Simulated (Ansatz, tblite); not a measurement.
# (MoO3)3 (Mo3O9): which spin state is lowest

Aim: set other spin states of (MoO3)3 (Mo3O9) against its singlet, on many levels of theory.

The runs use Ansatz 0.2.0, Gaussian basis; as each input shows.

The runs, in order: triplet, at the geometry of the singlet (GFN1-xTB, GFN2-xTB, PBE0-D4/def2-TZVP, PBE-D4/def2-TZVP, r2SCAN-D4/def2-TZVP); the singlet's energies come from earlier runs.

1 further run of the same task is left out (set aside as unsound or not needed).

## 1. The structure

The singlet was relaxed beforehand with PBE-D4/def2-SVP.

12 atoms, charge 0, spin multiplicity 1.

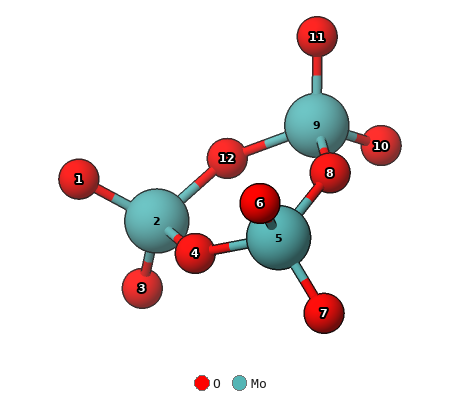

The structure; oxygen red, molybdenum teal; atoms are numbered from 1 in the order of the file.

Mo takes a core potential in the def2 sets. No spin-orbit coupling is included.

## 2. Triplet at the fixed geometry, GFN1-xTB

Tight binding, by tblite at 300 K electronic temperature and without a spin-polarisation term:

```python
tblite.interface.Calculator('GFN1-xTB', numbers, positions, charge=0, uhf=2).singlepoint()
```

Energy -1327.3550 eV; 0.028 s.

## 3. Triplet at the fixed geometry, GFN2-xTB

Tight binding, by tblite at 300 K electronic temperature and without a spin-polarisation term:

```python
tblite.interface.Calculator('GFN2-xTB', numbers, positions, charge=0, uhf=2).singlepoint()
```

Energy -1165.3293 eV; 0.029 s.

## 4. Triplet at the fixed geometry, PBE0-D4/def2-TZVP

File in.yaml:

```yaml
crystal:
  periodic: [false, false, false]
  atoms:
    - {symbol: O, position_ang: [1.445184, 2.987595, 0.261593]}
    - {symbol: Mo, position_ang: [0.056696, 2.036674, 0.088702]}
    - {symbol: O, position_ang: [-1.266951, 3.086798, 0.003780]}
    - {symbol: O, position_ang: [-0.124466, 0.798049, 1.517492]}
    - {symbol: Mo, position_ang: [-0.195401, -1.090155, 1.712424]}
    - {symbol: O, position_ang: [1.076405, -1.664179, 2.669030]}
    - {symbol: O, position_ang: [-1.639106, -1.588112, 2.440224]}
    - {symbol: O, position_ang: [-0.060737, -1.716210, -0.075956]}
    - {symbol: Mo, position_ang: [0.134392, -0.946353, -1.801517]}
    - {symbol: O, position_ang: [-1.149892, -1.366501, -2.819390]}
    - {symbol: O, position_ang: [1.561723, -1.456616, -2.552768]}
    - {symbol: O, position_ang: [0.162143, 0.919010, -1.443614]}
basis:
  gaussian: {orbitals: def2-TZVP}
magnetization: {spin_polarized: true, initial_magnetization: 2}
hamiltonian: {xc: pbe0, dispersion: d4}
scf: {omitted_lower_state_checks: [starts]}
output: {orbitals: {seedname: orbitals}}
```

Launch:

```sh
ansatz run in.yaml --threads 2 --pin off --events-out ev --progress --plain --max-ram 32768MiB --backend cuda --devices 0, --max-vram 18GiB
```

Output:

```text
Functional definition: PBE0
  name "PBE0"
  cite "Adamo & Barone, J. Chem. Phys. 110, 6158 (1999) doi:10.1063/1.478522"
  cite "Perdew, Burke & Ernzerhof, Phys. Rev. Lett. 77, 3865 (1996) doi:10.1103/PhysRevLett.77.3865"
  parent pbe
  parameter a = 0.25
  parameter kappa = 0.804
  parameter beta = 0.06672455060314922
  exchange = (1 - a)*pbe_x(kappa = kappa, mu = beta*pi^2/3) + a*exact_x
  correlation = pbe_c(beta = beta)
these checks for a lower state are left out or cut short: starts
2493 factors; their error is unknown
mean field evaluation 1: about -23942.2400 eV, gradient 1.2e2 eV
mean field evaluation 2: about -23325.3245 eV, gradient 4.2e2 eV
mean field evaluation 4: about -23970.5557 eV, gradient 6.3e1 eV
mean field evaluation 8: about -23987.6925 eV, gradient 1.1e1 eV
mean field evaluation 16: about -23988.3772 eV, gradient 1.4e-1 eV
mean field evaluation 32: about -23988.6458 eV, gradient 8.8e-4 eV
mean field -23988.64576386 eV, -881.5664717338 hartree, gradient 1.8e-5 eV, S^2 2.032287; 0 other end points of the search recorded, 0 dependent functions left out
reference -23988.64583563 eV, -881.5664743711 hartree; 58, 56 occupied and 341, 343 virtual orbitals, 2493 factors
Total energy: -23989.20390297 eV, -881.5869829676 hartree
Checks for a lower state left out: starts
```

It took 12 s on 1 × H100 (card shared with other runs) with 2 threads of AMD EPYC 7R13, shared host; peak host memory 1.1 GiB.

HOMO -6.57 eV, LUMO -7.63 eV (over both spins; with the spin held, an empty level of the minority spin lies below the top filled one); ⟨S²⟩ 2.032 (pure: 2.00).

## 5. Triplet at the fixed geometry, PBE-D4/def2-TZVP

start.molden holds the orbitals of an earlier run on this state, given as this run's starting guess.

Edit in.yaml of step 4 so:

```diff
@@ -16,5 +16,5 @@
 basis:
-  gaussian: {orbitals: def2-TZVP}
+  gaussian: {orbitals: def2-TZVP, initial_orbitals: start.molden}
 magnetization: {spin_polarized: true, initial_magnetization: 2}
-hamiltonian: {xc: pbe0, dispersion: d4}
+hamiltonian: {xc: pbe, dispersion: d4}
 scf: {omitted_lower_state_checks: [starts]}
```

The command is unchanged.

Output:

```text
Functional definition: PBE
  name "PBE"
  cite "Perdew, Burke & Ernzerhof, Phys. Rev. Lett. 77, 3865 (1996) doi:10.1103/PhysRevLett.77.3865"
  parent pbe
  parameter kappa = 0.804
  parameter beta = 0.06672455060314922
  exchange = pbe_x(kappa = kappa, mu = beta*pi^2/3)
  correlation = pbe_c(beta = beta)
these checks for a lower state are left out or cut short: starts
2283 factors; their error is unknown
mean field evaluation 1: about -23995.5647 eV, gradient 1.2e1 eV
mean field evaluation 2: about -23996.1138 eV, gradient 6.7e-1 eV
mean field evaluation 4: about -23996.1740 eV, gradient 1.1e0 eV
mean field evaluation 8: about -23996.3620 eV, gradient 2.9e-1 eV
mean field evaluation 16: about -23996.3635 eV, gradient 2.1e-3 eV
mean field evaluation 32: about -23996.3635 eV, gradient 2.0e-6 eV
mean field -23996.36352687 eV, -881.8500942931 hartree, gradient 2.0e-6 eV, S^2 2.005443; 0 other end points of the search recorded, 0 dependent functions left out
reference -23996.36363817 eV, -881.8500983832 hartree; 58, 56 occupied and 341, 343 virtual orbitals, 2283 factors
Total energy: -23997.00394067 eV, -881.8736290663 hartree
Checks for a lower state left out: starts
```

Run time: 11 s. Hardware: 1 × H100 (card shared with other runs) with 2 threads of AMD EPYC 7R13, shared host; peak host memory 1.1 GiB.

Report: HOMO -4.89 eV, LUMO -8.32 eV (over both spins; with the spin held, an empty level of the minority spin lies below the top filled one); ⟨S²⟩ 2.005 (pure: 2.00).

## 6. Triplet at the fixed geometry, r2SCAN-D4/def2-TZVP

Edit in.yaml of step 5 so:

```diff
@@ -18,3 +18,3 @@
 magnetization: {spin_polarized: true, initial_magnetization: 2}
-hamiltonian: {xc: pbe, dispersion: d4}
+hamiltonian: {xc: r2scan, dispersion: d4}
 scf: {omitted_lower_state_checks: [starts]}
```

Launched as before.

Output:

```text
Functional definition: r2SCAN
  name "r2SCAN"
  cite "Furness, Kaplan, Ning, Perdew & Sun, J. Phys. Chem. Lett. 11, 8208 (2020) doi:10.1021/acs.jpclett.0c02405"
  cite "Furness, Kaplan, Ning, Perdew & Sun, J. Phys. Chem. Lett. 11, 9248 (2020) doi:10.1021/acs.jpclett.0c03077"
  parent r2scan
  parameter k0 = 0.174
  parameter k1 = 0.065
  parameter a1 = 4.9479
  exchange = r2scan_x(k0 = k0, k1 = k1, a1 = a1)
  correlation = r2scan_c
these checks for a lower state are left out or cut short: starts
2283 factors; their error is unknown
mean field evaluation 1: about -24005.7132 eV, gradient 6.8e0 eV
mean field evaluation 2: about -24005.9235 eV, gradient 3.2e-1 eV
mean field evaluation 4: about -24005.6989 eV, gradient 6.8e0 eV
mean field evaluation 8: about -24005.9546 eV, gradient 1.0e-2 eV
mean field evaluation 16: about -24005.9541 eV, gradient 3.4e-4 eV
mean field -24005.95406354 eV, -882.2025400149 hartree, gradient 2.8e-6 eV, S^2 2.014500; 0 other end points of the search recorded, 0 dependent functions left out
reference -24005.95410109 eV, -882.2025413951 hartree; 58, 56 occupied and 341, 343 virtual orbitals, 2283 factors
Total energy: -24006.11825386 eV, -882.2085738979 hartree
Checks for a lower state left out: starts
```

It took 11 s on 1 × H100 (card shared with other runs) with 2 threads of AMD EPYC 7R13, shared host; peak host memory 1.2 GiB.

Report: HOMO -5.22 eV, LUMO -8.50 eV (over both spins; with the spin held, an empty level of the minority spin lies below the top filled one); ⟨S²⟩ 2.014 (pure: 2.00).

## 7. Triplet less singlet, vertical

The singlet's energies are those of its earlier runs, whose logs aren't repeated here.

| level | triplet less singlet, vertical (kJ/mol) | time |
| --- | --- | --- |
| GFN1-xTB | +462.9 | 0.046 s |
| GFN2-xTB | +341.7 | 0.046 s |
| PBE-D4/def2-TZVP | +331.8 | 17 s |
| r2SCAN-D4/def2-TZVP | +344.1 | 15 s |
| PBE0-D4/def2-TZVP | +332.5 | 15 s |

Times add the two runs; a level without a time comes out of a correlated run. Tight binding without a spin term can't rank spin states.

## 8. Outcome

```
                                                quantity                                         value
triplet less singlet, vertical, functionals in def2-TZVP  +331.8 (PBE-D4) to +344.1 kJ/mol (r2SCAN-D4)
```

**Reading.** All functionals put the triplet above the singlet, over a spread of 12.3 kJ/mol. The checks for a lower triplet were left out, so another state of that spin may lie lower. The singlet here is a closed shell; an open-shell singlet can lie lower. These are electronic energies, without zero-point motion, entropy or surroundings.
